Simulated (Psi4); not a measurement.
# BCl2F (dichlorofluoroborane) at wB97X-D/def2-SV(P) (sweep point 1)

Aim: the vertical singlet–triplet gap of BCl2F (dichlorofluoroborane) at wB97X-D/def2-SV(P) (sweep point 1), from 2 runs. 

Program for the calculation: Psi4 1.11.

## 1. The molecule

The species is BCl2F (4 atoms), meant as a singlet with charge 0. As SMILES, `FB(Cl)Cl`. The coordinates come from a PBE0-D4/def2-TZVP relaxation.

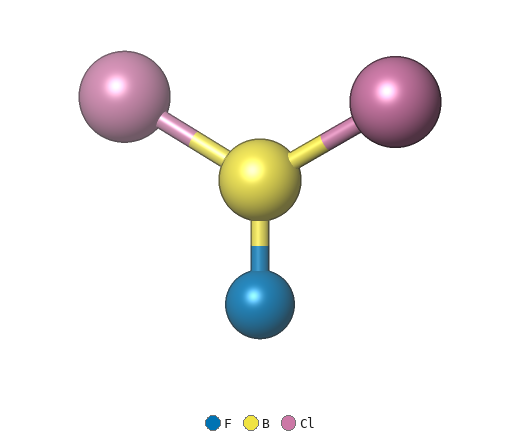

Viewed from a chosen angle; fluorine blue, boron yellow, chlorine pink.

## 2. A single-point energy at wB97X-D/def2-SV(P) (sweep point 1)

bcl2f.inp reads:

```
memory 1.6 GB

molecule geom {
  F      0.21612798    -2.20213565    -1.47623515
  B      0.01494773    -0.15233082    -0.10212080
  Cl    -2.92820622     0.70634183     1.07982730
  Cl     2.69713051     1.64810574     0.49852865
  units au
  symmetry c1
}

set {
  reference rks
  puream true
  scf_type pk
  dft_radial_points 99
  dft_spherical_points 590
}

energy_value = energy("wb97x-d/def2-SV(P)")
print_variables()
```

On the command line:

```bash
$ psi4 -n 1 bcl2f.inp bcl2f.out
```

bcl2f.out:

```text
[...]
  Running in c1 symmetry.
[...]
  Nuclear repulsion =  181.669072837694472
[...]
  Multiplicity = 1
[...]
  Nalpha       = 24
  Nbeta        = 24
[...]
    Number of basis functions: 64
[...]
   @RKS iter   1: -1044.76808905261873   -2.46362e-01   5.59836e-03 ADIIS/DIIS
[...]
   @RKS iter   8: -1044.81443130482489   -7.48310e-09   3.16903e-07 DIIS
[...]
    Orbital Energies [Eh]
    ---------------------
    Doubly Occupied:
       1A   -101.699455     2A   -101.699419     3A    -24.855874
       4A     -9.608233     5A     -9.608208     6A     -7.359704
       7A     -7.359679     8A     -7.354138     9A     -7.354127
      10A     -7.352511    11A     -7.352507    12A     -7.022214
      13A     -1.336953    14A     -0.976142    15A     -0.945143
      16A     -0.676437    17A     -0.602783    18A     -0.589489
      19A     -0.582436    20A     -0.488372    21A     -0.461612
      22A     -0.447023    23A     -0.427290    24A     -0.410173
[...]
  @RKS Final Energy: -1044.81443130482489
   => Energetics <=
    Nuclear Repulsion Energy =            181.6690728376944719
    One-Electron Energy =               -1804.3433705007657863
    Two-Electron Energy =                 629.4667708643042943
    DFT Exchange-Correlation Energy =     -51.6065301923686448
    Empirical Dispersion Energy =          -0.0003743136891261
    VV10 Nonlocal Energy =                  0.0000000000000000
    Total Energy =                      -1044.8144313048248932
[...]
 Multipole Moments:
 ------------------------------------------------------------------------------------
     Multipole            Electronic (a.u.)      Nuclear  (a.u.)        Total (a.u.)
 ------------------------------------------------------------------------------------
 L = 1.  Multiply by 2.5417464519 to convert [e a0] to [Debye]
 Dipole X            :          0.0717415           -0.0786930           -0.0069515
 Dipole Y            :         -0.7309986            0.8018151            0.0708166
 Dipole Z            :         -0.4900446            0.5375133            0.0474687
 Magnitude           :                                                    0.0855371
[...]
```

Wall time 6.9 s (1 thread of Intel Xeon at 2.70GHz, shared host); peak memory 0.58 GiB.

## 3. The triplet

bcl2f.inp reads:

```
memory 1600 mb

molecule molecule1 {
  0 3
  F      0.21612798    -2.20213565    -1.47623515
  B      0.01494773    -0.15233082    -0.10212080
  Cl    -2.92820622     0.70634183     1.07982730
  Cl     2.69713051     1.64810574     0.49852865
  units bohr
  symmetry c1
}

set {
  reference uks
  puream true
  scf_type pk
  dft_radial_points 99
  dft_spherical_points 590
  maxiter 100
}

energy('wb97x-d/def2-SV(P)')
print_variables()
```

On the command line:

```bash
$ psi4 bcl2f.inp bcl2f.out -n 1
```

bcl2f.out:

```text
[...]
  Running in c1 symmetry.
[...]
  Nuclear repulsion =  181.669072837694472
[...]
  Multiplicity = 3
[...]
  Nalpha       = 25
  Nbeta        = 23
[...]
    Number of basis functions: 64
[...]
   @UKS iter   1: -1044.49179001674179    2.99368e-02   6.07726e-03 ADIIS/DIIS
[...]
   @UKS iter  11: -1044.55390486764759   -2.08532e-07   8.92786e-07 DIIS
[...]
   @S^2 Observed:                2.007347769E+00
[...]
    Orbital Energies [Eh]
    ---------------------
    Alpha Occupied:
       1A   -101.748730     2A   -101.748694     3A    -24.794592
       4A     -9.654873     5A     -9.654850     6A     -7.409975
       7A     -7.409967     8A     -7.402510     9A     -7.402488
      10A     -7.397466    11A     -7.397454    12A     -6.904647
      13A     -1.279471    14A     -1.007320    15A     -0.980935
      16A     -0.641026    17A     -0.587127    18A     -0.582058
      19A     -0.551289    20A     -0.493543    21A     -0.484413
      22A     -0.478808    23A     -0.464093    24A     -0.460501
      25A     -0.158735
    Alpha Virtual:
[...]
  @UKS Final Energy: -1044.55390486764759
   => Energetics <=
    Nuclear Repulsion Energy =            181.6690728376944719
    One-Electron Energy =               -1803.7639309139563011
    Two-Electron Energy =                 629.1318788176541830
    DFT Exchange-Correlation Energy =     -51.5905512953508421
    Empirical Dispersion Energy =          -0.0003743136891261
    VV10 Nonlocal Energy =                  0.0000000000000000
    Total Energy =                      -1044.5539048676475886
[...]
 Multipole Moments:
 ------------------------------------------------------------------------------------
     Multipole            Electronic (a.u.)      Nuclear  (a.u.)        Total (a.u.)
 ------------------------------------------------------------------------------------
 L = 1.  Multiply by 2.5417464519 to convert [e a0] to [Debye]
 Dipole X            :          0.0166902           -0.0786930           -0.0620028
 Dipole Y            :         -0.1700007            0.8018151            0.6318144
 Dipole Z            :         -0.1139524            0.5375133            0.4235609
 Magnitude           :                                                    0.7631760
[...]
```

Run time: 12 s. Hardware: 1 thread of Intel Xeon at 2.70GHz, shared host; peak memory 0.58 GiB.

## 4. Results

Level: wB97X-D/def2-SV(P) (sweep point 1).

```
                                        quantity           value
                           singlet: total energy  -1044.81443 Eh
                          singlet: dipole moment          0.22 D
                            singlet: HOMO energy       -11.16 eV
                            singlet: LUMO energy         1.23 eV
                          singlet: HOMO–LUMO gap        12.39 eV
                      singlet: dispersion energy    -0.98 kJ/mol
                           triplet: total energy  -1044.55390 Eh
                          triplet: dipole moment          1.94 D
     triplet: HOMO energy (highest over α and β)        -4.32 eV
                      triplet: dispersion energy    -0.98 kJ/mol
                                   triplet: ⟨S²⟩           2.007
vertical energy of the triplet above the singlet        7.089 eV
```

What this shows: At this shape the triplet lies 7.09 eV (684 kJ/mol) above the singlet.
